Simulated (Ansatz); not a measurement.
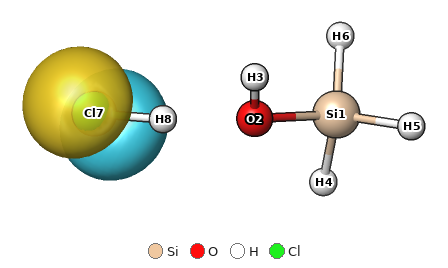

Figure. H4OSi···HCl. The HOMO−1 at ±0.2 Å⁻³ᐟ² (yellow and cyan are the two phases), seen from one side.

Method: Ansatz 0.2.0, RKS PBE-D4/cc-pVDZ.

```xyz
8

Si   -0.2169    0.2528   -0.1198
O     0.0361   -0.1619    1.5417
H    -0.7924   -0.2726    2.0501
H     1.1691    0.3651   -0.6814
H    -0.9479    1.5707   -0.2005
H    -1.0126   -0.8116   -0.8334
Cl    1.7552   -2.6488    1.9764
H     1.0436   -1.5244    1.8417
```

Describe this orbital and give its energy.

Answer. It lies mainly on Cl7 (about 95 %); largely a lone pair of Cl7. Its energy is −6.80 eV.
